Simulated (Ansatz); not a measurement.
# Tc of Zn2W in the AlB2 type from its phonons, part 2 of 2

Aim: the phonon-mediated transition temperature of Zn2W in the AlB2 type at ambient pressure, over a range of μ*. The cell shown first is a relaxed one, from steps not shown here.

Ansatz 0.2.0; DFT PBE, scalar-relativistic, plane waves, PAW; PAW set soft_1.

So far, log mean phonon energy ħω_log (meV): step 2 (resistivity: q 3×3×3, k 6×6×9, scattering 8×8×12) 11.3.

The structure was built from a prototype and need not be the compound's stable phase.

## Step 3: Electron–phonon run: scattering mesh 18×18×20

The next rung changes the scattering mesh, which samples the Fermi surface.

Input file input.yaml:

```yaml
crystal:
  lattice:
    - [4.2899918283, 3.3478e-06, 0.0]
    - [-2.1449988135, 3.7152402314, 0.0]
    - [0.0, 0.0, 2.7628422975]
  atoms:
    - { symbol: W, position: [0.0, 0.0, 0.0] }
    - { symbol: Zn, position: [0.3333333333, 0.6666666667, 0.5] }
    - { symbol: Zn, position: [0.6666666667, 0.3333333333, 0.5] }
kpoints:
  mp_grid: { grid: [6, 6, 9] }
hamiltonian:
  xc: pbe
  pseudopotentials: { kind: paw, azcp: { folder: soft_1 } }
scf:
  occupations: { method: methfessel_paxton, width: 0.2 }
output:
  eigenvalues: true
phonons:
  method: dfpt
  qmesh: [3, 3, 3]
  temperatures: { t_max: 1000, t_step: 50 }
  qpath:
    path:
      - [[0.0, 0.0, 0.0], [0.5, 0.0, 0.0], [0.33333333, 0.33333333, 0.0], [0.0, 0.0, 0.0], [0.0, 0.0, 0.5], [0.5, 0.0, 0.5], [0.33333333, 0.33333333, 0.5], [0.0, 0.0, 0.5]]
      - [[0.5, 0.0, 0.5], [0.5, 0.0, 0.0]]
      - [[0.33333333, 0.33333333, 0.5], [0.33333333, 0.33333333, 0.0]]
    npoints: 10
  electrical_resistivity:
    mesh: [18, 18, 20]
    temperatures: [20.0, 50.0, 77.0, 100.0, 150.0, 200.0, 300.0, 400.0, 600.0, 800.0]
  superconductivity: { mesh: [18, 18, 20] }
```

Started as:

```console
> ansatz run input.yaml --threads 4 --pin off --max-ram 12288MiB --backend cpu --events-out ev --progress --plain --runs-dir out
```

Numbers of over 12 decimals in the logs are rounded to 6 here.

The log of the run:

```text
[...]
Crystal: 3 atoms, lattice volume = 44.035 Å³
Basis set: ecut = 420 eV, 879 PW (Γ), exchange–correlation on 60×60×40 points (8 copies of the dense FFT grid, shifted against one another)
Bands: 23, of which v1, the nominal top of the filled ones, is band 19 counted from 1 (18 counted from 0)
Symmetry: 24 space group operations
k-points: 35 of 324
[...]
SCF iter   1: F=—  HF=-17023.639695 eV  |F-HF|=—  |Δ(HF+E_count)|=         —  Δρ=6.40e-2  dr2=2.66e0  ethr=3.10e-3  ⟨swp⟩=5.4  Hψ=3836  notcnv=0
[...]
SCF iter  10: F=-17022.887535 eV  HF=-17022.887535 eV  |F-HF|=3.64e-12  |Δ(HF+E_count)|=    0.00e0  S|Δr|=    0.00e0  Δρ=1.27e-8  dr2=1.71e-14  ethr=1.00e-12  ⟨swp⟩=6.3  Hψ=3812  notcnv=0
SCF 1 converged in 10 iterations: F = -17022.887535 eV  dr2 = 1.71e-14
[...]
SCF iter   4: F=-17022.887535 eV  HF=-17022.887535 eV  |F-HF|=7.28e-12  |Δ(HF+E_count)|=  3.64e-12  S|Δr|=    0.00e0  Δρ=1.57e-7  dr2=8.39e-12  ethr=1.00e-12  ⟨swp⟩=3.1  Hψ=1933  notcnv=0
SCF 2 converged in 4 iterations: F = -17022.887535 eV  dr2 = 8.39e-12
[...]
NSCF: frozen V_eff on 35 k-points
[...]
SCF iter   1: F=—  HF=-17023.639695 eV  |F-HF|=—  |Δ(HF+E_count)|=         —  Δρ=6.40e-2  dr2=2.66e0  ethr=3.10e-3  ⟨swp⟩=5.4  Hψ=3836  notcnv=0
[...]
SCF iter  10: F=-17022.887535 eV  HF=-17022.887535 eV  |F-HF|=3.64e-12  |Δ(HF+E_count)|=    0.00e0  S|Δr|=    0.00e0  Δρ=1.22e-8  dr2=1.65e-14  ethr=1.00e-12  ⟨swp⟩=2.3  Hψ=1630  notcnv=0
SCF 3 converged in 10 iterations: F = -17022.887535 eV  dr2 = 1.65e-14
[...]
SCF converged after 10 iterations
[...]
Free energy (F): -17022.887535 eV
[...]
Internal energy: -17022.889289 eV  (E = F + TS)
E sigma→0 (E₀):  -17022.887974 eV
Entropy (-TS):   0.001754 eV (0.585 meV/atom)
Fermi energy:    15.367074 eV
[...]
--- Band table (eV; the first three rows and the last of 35) ---
  k-point 0: bands = [... 15 lower, 12.4643, 12.4643, 12.5841, 17.3244, 17.8824, 17.8824, 18.9607, 18.9607]
  k-point 1: bands = [... 15 lower, 12.7502, 12.7502, 13.0506, 16.6601, 16.6601, 17.4843, 20.2769, 20.2769]
  k-point 2: bands = [... 15 lower, 13.5159, 13.5159, 14.1516, 15.2790, 15.2790, 17.9823, 19.6777, 21.7485]
  k-point 34: bands = [... 15 lower, 11.0447, 13.6672, 13.6672, 14.7970, 16.4878, 17.9657, 17.9657, 19.5280]
[...]
ASR residual: 1.499e-5 → 0.000e0 eV/Å²; symmetrization residual: 3.224e-7 eV/Å²
  ASR residual per site (eV/Å²): 1.50e-5 2.02e-6 2.02e-6
  Γ frequencies (cm⁻¹): 0.00 0.00 0.00 90.96 127.75 160.03 160.03 237.68 237.68
--- Phonons (arbitrary-q DFPT): 6 irreducible q on the 3×3×3 mesh ---
[...]
interpolated dispersion: 93 rows × 9 modes
[...]
--- Electrical resistivity: potentials and phonons of a 3×3×3 supercell ---
[...]
at the Fermi level of each mesh (of a tensor a third of its trace):
[...]
18×18×20                     1.1725              4.7869    0.5478    0.5839          11.259
         9×9×10                     1.2036              4.8694    0.5608    0.6120          11.321
  resistivity on the deck's mesh, µΩ·cm:
[...]
20.00     1.3187e-1              no     1.6291e-1     1.6291e-1     6.9798e-2       2.6682e-1         1.3578e-1
     50.00      2.6997e0              no      3.2464e0      3.2464e0      1.6064e0        3.2501e0          2.7247e0
     77.00      6.0047e0              no      7.1870e0      7.1870e0      3.6401e0        6.6764e0          6.0854e0
    100.00      8.8387e0              no      1.0563e1      1.0563e1      5.3896e0        9.6086e0          8.9680e0
    150.00      1.4806e1              no      1.7678e1      1.7678e1      9.0634e0        1.5849e1          1.5039e1
    200.00      2.0609e1              no      2.4603e1      2.4603e1      1.2622e1        2.1983e1          2.0944e1
    300.00      3.2143e1              no      3.8385e1      3.8385e1      1.9658e1        3.4276e1          3.2684e1
    400.00      4.3802e1              no      5.2351e1      5.2351e1      2.6706e1        4.6777e1          4.4555e1
    600.00      6.7273e1             yes      8.0637e1      8.0637e1      4.0545e1        7.2103e1          6.8491e1
    800.00      9.0252e1             yes      1.0863e2      1.0863e2      5.3503e1        9.7204e1          9.2014e1
[...]
vibrations of 27 cells: unjudged by the run; compare a larger repeat
[...]
--- Superconductivity: potentials and phonons of a 3×3×3 supercell ---
           mesh         λ    ħω_log (meV)  μ* declared at (meV)
       18×18×20    0.5478          11.259               13.409
         9×9×10    0.5608          11.321               13.431
  λ by the species' shares of the modes' patterns: W 0.3267, Zn 0.2212
[...]
0.08      2.822         2.902         2.703         2.704         3.087         3.083          3.087
      0.10      2.227         2.285         2.080         2.081         2.454         2.451          2.453
      0.12      1.702         1.742         1.550         1.553         1.907         1.908          1.906
      0.13      1.466         1.499         1.320         1.325         1.666         1.668          1.665
      0.14      1.249         1.276         1.113         1.118         1.445         1.449          1.445
      0.16      0.872         0.890         0.763         0.771         1.065         1.072          1.066
      0.20      0.346         0.352         0.301         0.310         0.524         0.534          0.527
[...]
vibrations of 27 cells: unjudged by the run; compare a larger repeat
[...]
```

It took 14 min on 4 threads of Intel Xeon Platinum 8259CL at 2.50GHz (Skylake/Cascade Lake), shared host; peak memory 6 GiB.

This step gave:

```yaml
resistivity_at_300_k: 32.14 μΩ cm, mean of the axes
coupling_constant_lambda: 0.5478
density_of_states_at_the_fermi_level: 1.173 states/eV a spin and cell
log_mean_phonon_energy_omega_log: 11.26 meV
transport_coupling_constant_lambda_tr: 0.5637, 0.5637, 0.6242 (xx, yy, zz)
drude_plasma_energy: 4.101, 4.101, 5.925 eV (xx, yy, zz)
resistivity_times_mean_free_path: 11.85, 11.85, 6.67 × 10⁻¹⁶ Ω m² (xx, yy, zz)
second_moment_phonon_energy_omega: 13.41 meV
```

Transition temperatures:

```csv
μ*,McMillan Tc (K),Allen–Dynes Tc (K),isotropic Fermi-surface Tc (K),isotropic full bandwidth Tc (K),anisotropic Fermi-surface Tc (K),anisotropic full bandwidth Tc (K),anisotropic narrow window Tc (K)
0.08,2.82,2.9,2.7,2.7,3.09,3.08,3.09
0.1,2.23,2.28,2.08,2.08,2.45,2.45,2.45
0.12,1.7,1.74,1.55,1.55,1.91,1.91,1.91
0.13,1.47,1.5,1.32,1.32,1.67,1.67,1.67
0.14,1.25,1.28,1.11,1.12,1.45,1.45,1.45
0.16,0.872,0.89,0.763,0.771,1.06,1.07,1.07
0.2,0.346,0.352,0.301,0.31,0.524,0.534,0.527
```

The Eliashberg function α²F has structure finer than the step of the table below, so its rows give means over 2 meV, whole bins alone (the curve runs from 0.123 to 31.3 meV). Peaks (meV: height): α²F 8.5: 0.465, 31.1: 0.121; α²F tr 8.5: 0.607, 31.1: 0.139.

The Eliashberg function α²F by phonon energy; means over each step:

```
phonon energy (meV)      α²F   α²F tr
                  2  0.00113   4.2e-4
                  4   0.0107  0.00885
                  6   0.0322   0.0373
                  8    0.253    0.316
                 10    0.359    0.354
                 12    0.223    0.208
                 14    0.199    0.211
                 16    0.158    0.169
                 18   0.0878   0.0971
                 20   0.0849   0.0955
                 22   0.0467   0.0459
                 24  0.00654  0.00696
                 26   0.0327   0.0343
                 28   0.0671   0.0710
                 30    0.102    0.105
```

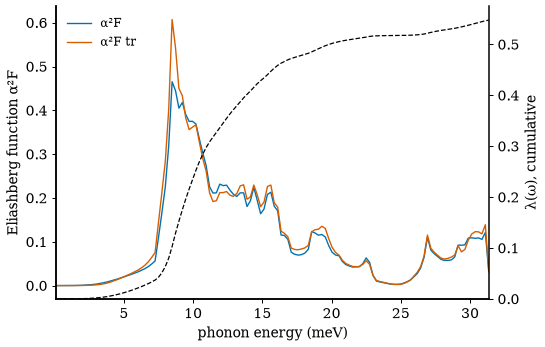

Eliashberg function α²F, plotted against phonon energy. The dashed line is the running λ.

The Eliashberg function α²F has structure finer than the step of the table below, so its rows give means over 2 meV, whole bins alone (the curve runs from 0.123 to 31.3 meV). Peaks (meV: height): α²F 8.5: 0.465, 31.1: 0.121; W 8.5: 0.336, 15.6: 0.142; Zn 8.5: 0.130, 14.4: 0.137, 18.6: 0.104, 26.9: 0.105, 31.1: 0.117.

Eliashberg function α²F against phonon energy; means over each step:

| phonon energy (meV) | α²F | W | Zn |
| --- | --- | --- | --- |
| 2 | 0.00113 | 6.6e-4 | 4.6e-4 |
| 4 | 0.0107 | 0.00635 | 0.00431 |
| 6 | 0.0322 | 0.0199 | 0.0124 |
| 8 | 0.253 | 0.181 | 0.0718 |
| 10 | 0.359 | 0.270 | 0.0886 |
| 12 | 0.223 | 0.155 | 0.0677 |
| 14 | 0.199 | 0.0860 | 0.113 |
| 16 | 0.158 | 0.0960 | 0.0619 |
| 18 | 0.0878 | 0.0177 | 0.0701 |
| 20 | 0.0849 | 0.0128 | 0.0721 |
| 22 | 0.0467 | 0.00750 | 0.0392 |
| 24 | 0.00654 | 8.6e-4 | 0.00565 |
| 26 | 0.0327 | 0.00216 | 0.0305 |
| 28 | 0.0671 | 0.00301 | 0.0641 |
| 30 | 0.102 | 0.00291 | 0.0989 |

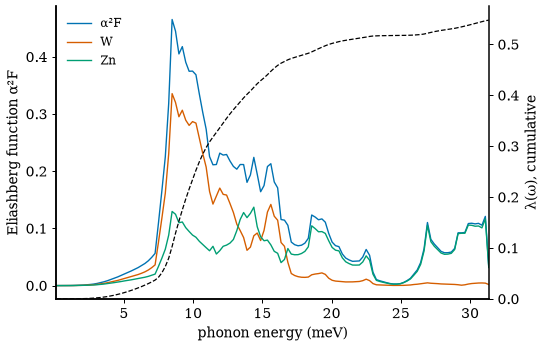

Eliashberg function α²F against phonon energy. The dashed line is the running λ.

Anisotropic full-bandwidth solution, weighted at the Fermi level. Gaps:

```
 mu*  T (K)  mean gap (meV)  5 % (meV)  95 % (meV)  mean Z
 0.1  0.613           0.349      0.234       0.466    1.55
 0.1   1.23           0.331      0.222       0.443    1.55
 0.1   1.84           0.265      0.178       0.355    1.55
 0.1   2.21           0.179       0.12        0.24    1.55
0.13  0.417           0.231      0.146       0.319    1.55
0.13  0.834           0.219      0.138       0.302    1.55
0.13   1.25           0.175      0.111       0.242    1.55
0.13    1.5           0.118     0.0743       0.163    1.55
0.16  0.268           0.145     0.0846       0.207    1.55
0.16  0.536           0.136     0.0799       0.195    1.55
0.16  0.804           0.108     0.0636       0.155    1.55
0.16  0.964          0.0728     0.0426       0.104    1.55
```

Table of dTc/da2F by phonon energy:

| phonon energy (meV) | dTc/da2F (K/meV) |
| --- | --- |
| 2.5 | 4.79 |
| 5.0 | 3.42 |
| 7.5 | 2.63 |
| 10.0 | 2.11 |
| 12.5 | 1.76 |
| 15.0 | 1.50 |
| 17.5 | 1.30 |
| 20.0 | 1.13 |
| 22.5 | 1.01 |
| 25.0 | 0.903 |
| 27.5 | 0.815 |
| 30.0 | 0.740 |

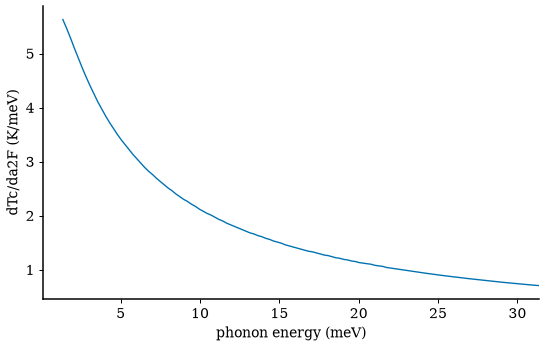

dTc/da2F, plotted against phonon energy.

Share of the Fermi-level states against lambda of a state:

```
lambda of a state  share of the Fermi-level states
            0.291                                0
            0.319                           0.0012
            0.347                           0.0125
            0.375                           0.0646
            0.402                            0.101
            0.430                           0.0417
            0.458                            0.106
            0.486                           0.0896
            0.513                           0.0779
            0.541                           0.0604
            0.569                           0.0486
            0.597                           0.0782
            0.624                           0.0508
            0.652                           0.0951
            0.680                           0.0442
            0.708                           0.0451
            0.735                           0.0369
            0.763                           0.0149
            0.791                           0.0212
            0.819                           8.0e-4
            0.846                           0.0029
            0.874                           0.0059
            0.902                                0
            0.930                            0.001
```

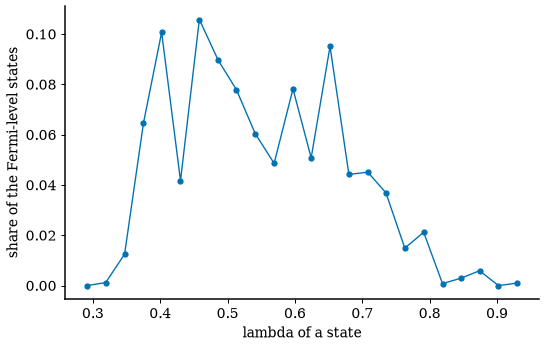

Share of the Fermi-level states, plotted against lambda of a state.

## Step 4: Summary of results

| Item | Value |
| --- | --- |
| meshes | q 3×3×3, k 6×6×9, scattering 18×18×20 |
| coupling constant λ | 0.548 |
| log mean phonon energy ħω_log | 11.3 meV |
| Allen–Dynes Tc at μ* = 0.1 | 2.28 K |
| Allen–Dynes Tc at μ* = 0.13 | 1.5 K |
| anisotropic Eliashberg Tc at μ* = 0.1 | 2.45 K |
| anisotropic Eliashberg Tc at μ* = 0.13 | 1.67 K |

In words: In the last run (PBE, q 3×3×3, k 6×6×9, scattering 18×18×20), with λ = 0.55 and ħω_log = 11.3 meV, Tc at μ* = 0.13 is 1.5 K by McMillan's formula, 1.5 K by Allen and Dynes's and 1.7 K by the anisotropic Eliashberg equations. Raising μ* from 0.10 to 0.16 lowers the Allen–Dynes value from 2.3 to 0.89 K. The mean gap at a quarter of Tc gives 2Δ/k_B Tc = 3.21, against 3.53 in weak-coupling theory. The gap spreads from 0.15 to 0.32 meV over nine tenths of the Fermi surface. By the run's own test λ is not converged in the fine mesh: it moves by 2 % between the two finest, and by up to 12 % in the other runs. The run's transport test calls it not converged in the mesh; ρ(300 K) moves by 2 % in the component that moves most. These meshes are coarse. Over the runs, λ takes the values 0.531 and 0.548, in the order shown. No spin–orbit coupling, which matters for W. The structure is a hand-built model. The compound is a prototype filled by a generator; whether it can be made, and whether it orders so, was not tested. μ* is a typed number, phonons are harmonic, and spin fluctuations are left out; at μ* = 0.13 McMillan's formula turns 1 % in λ into about 4.3 % in Tc.

[Logs are printed without paths, hosts, clocks, repeated set-up lines and the standing remarks that a program may print on its own settings, such as how far it seeks lower states.]

[Hosts, paths, dates, database ids (printed as entryN), source tags and the programs' standing remarks are cut or masked in the printed files.]
